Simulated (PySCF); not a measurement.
# CH₅As, SMILES `C[AsH2]`: electronic structure

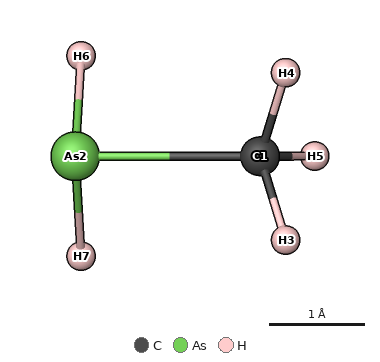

The molecule, with its atoms numbered as below. No frequency check shows the geometry to be a minimum.

Coordinates in Å:

```
C1       1.5507    0.0000   -0.0187
As2     -0.4218   -0.0002    0.0652
H3       1.9365   -0.8827    0.4913
H4       1.9365    0.8792    0.4970
H5       1.9180    0.0037   -1.0427
H6      -0.5881    1.0571   -0.9887
H7      -0.5881   -1.0508   -0.9955
```

## 1. Bonding charge

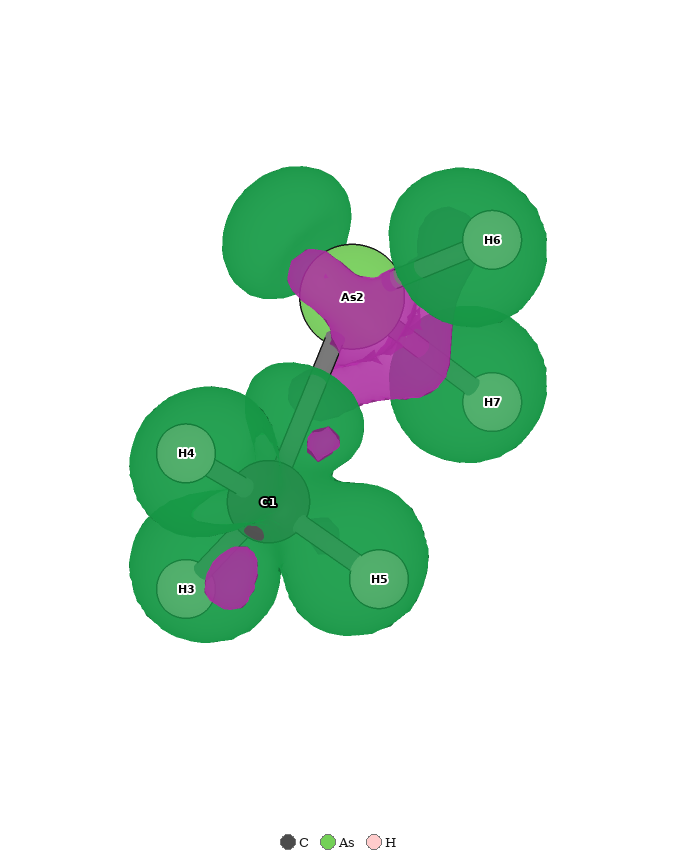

Deformation density (molecule less spherical, spin-averaged free atoms at the same positions), surfaces at ±0.08 e/Å³; green: gain, purple: loss.

Method: B3LYP/def2-SVPD; geometry: GFN2-xTB; program: PySCF.

Question: Describe the bonding that the map shows.

Answer: C1–H5: +0.67 e/Å³ at the bond critical point (bond length 1.09 Å). C1–H4 and C1–H3: +0.66 e/Å³ at the bond critical point (bond length 1.09 Å). As2–H6 and As2–H7: +0.24 e/Å³ at the bond critical point (bond length 1.50 Å). C1–As2: +0.17 e/Å³ at the bond critical point (bond length 1.97 Å). In all, 1.4 electrons gather in the regions of gain relative to the promolecule.

## 2. Bond critical points

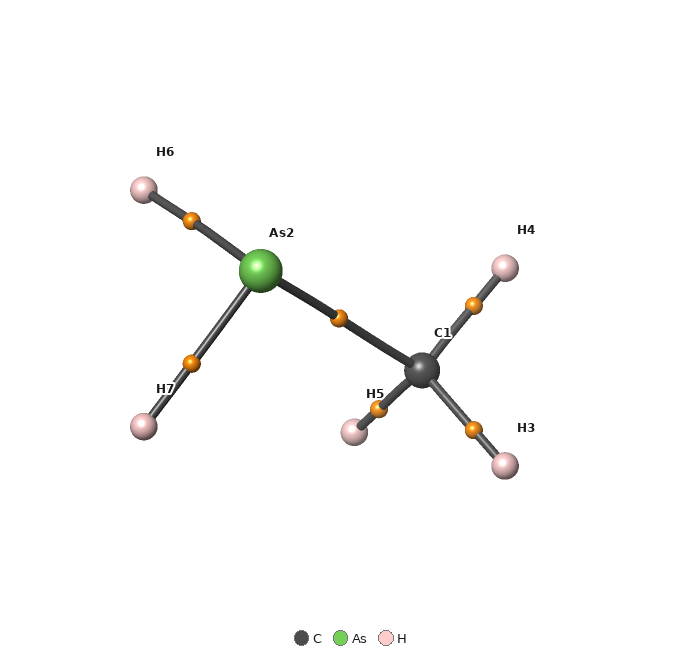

Molecular graph of the electron density (QTAIM): bond paths, bond critical points (orange), ring points (yellow, if any); weak paths are dashed.

Question: How many critical points of each kind are there, and does the count close?

Answer: 7 nuclei, 6 bond, 0 ring and 0 cage critical points: 7 − 6 + 0 − 0 = 1, as the Poincaré–Hopf relation requires.

Question: What does the calculation give at each kind of bond critical point?

Answer:
| bond | length (Å) | ρ (a.u.) | ∇²ρ (a.u.) | ε | H (a.u.) |
| --- | --- | --- | --- | --- | --- |
| C1–H5 | 1.088 | 0.276 | −1.01 | 0.01 | −0.298 |
| C1–H4 (2 alike) | 1.090 | 0.275 | −1.00 | 0.01 | −0.294 |
| As2–H6 (2 alike) | 1.502 | 0.153 | −0.07 | 0.04 | −0.109 |
| C1–As2 | 1.974 | 0.134 | −0.08 | 0.03 | −0.086 |

Question: What kind of interaction is C1–As2?

Answer: Shared-shell (covalent): ρ = 0.134, ∇²ρ = −0.08, H = −0.086 a.u.

## 3. Local ionisation energy

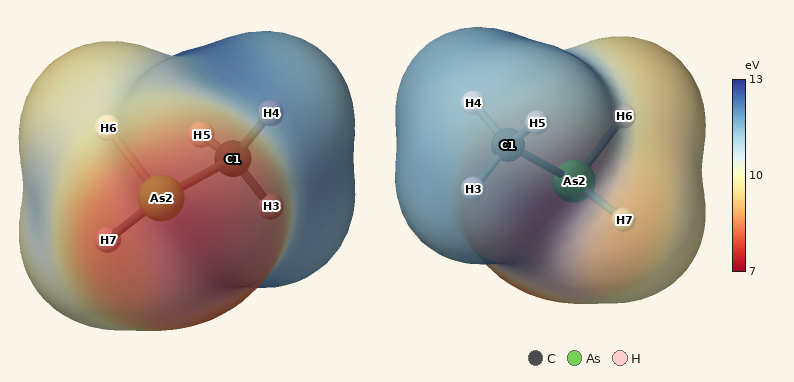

Average local ionisation energy on the surface of electron density 0.001 a.u. (back view left, front view right).

Question: Locate the minima of the map.

Answer: The lowest value is 7.4 eV, 2.4 Å from As2. Further minima include 9.2 eV, near H6 (1.72 Å) and H7 (1.89 Å), over As2 (2.5 Å); 11.1 eV, 1.5 Å from H5; 11.5 eV, 1.4 Å from H3, and at like points elsewhere. For comparison, the highest occupied orbital lies at −7.1 eV.

## 4. In an electric field

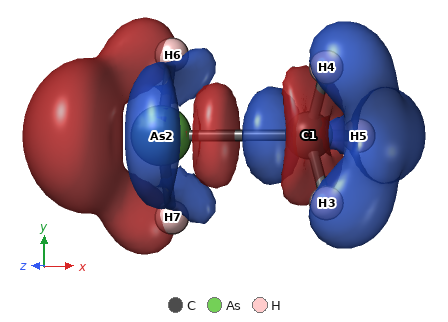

Change of the electron density in a uniform field of 0.21 V/Å, surfaces at ±0.002 e/Å³ (red: gain, blue: loss).

Level of theory: B3LYP/def2-SVPD (PySCF), at a geometry from GFN2-xTB.

Question: Along which Cartesian direction does the field point?

Answer: Along +x: electrons gather on the −x side, against the field.

Question: How large is the response?

Answer: The induced dipole is 0.55 D (along the field); α along this axis, from the fields in both directions, is 54 bohr³ (7.9 Å³).

Question: Which atoms gain and lose the most charge?

Answer: Electrons gather most on As2 (Hirshfeld charge changes by −0.018 e) and leave C1 most (+0.007 e); 0.044 electrons are displaced in all.

## 5. Removing or adding an electron

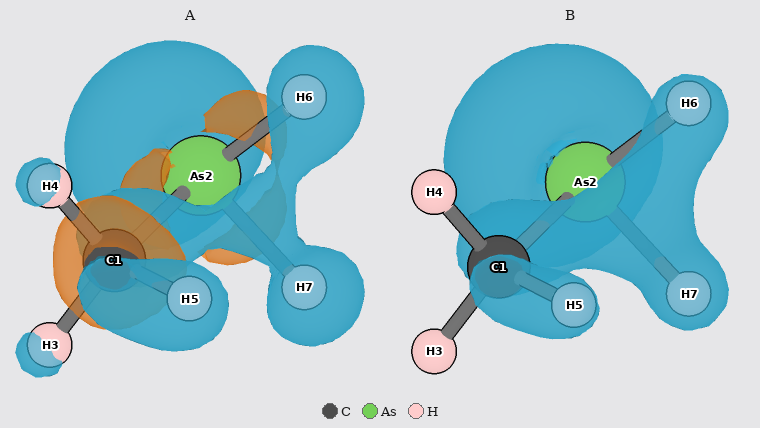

The Fukui function f⁻ from two separate SCF calculations and the density of the HOMO, at ±0.04 e/Å³ (light blue positive, orange negative).

PySCF calculation, B3LYP/def2-SVPD, gas phase; geometry: GFN2-xTB.

Question: Which panel is which, and how good is the frozen-orbital picture?

Answer: A is f⁻ (it has negative regions), B the HOMO density. The HOMO lies on As2 (72 %), C1 (10 %) and H6 and H7 (6 % each); f⁻ (Hirshfeld-condensed) is largest on As2 (0.51); the vertical ionisation energy is 9.77 eV. Relaxation shifts 22 % of the electron between atoms. The orbital energy is −7.12 eV.
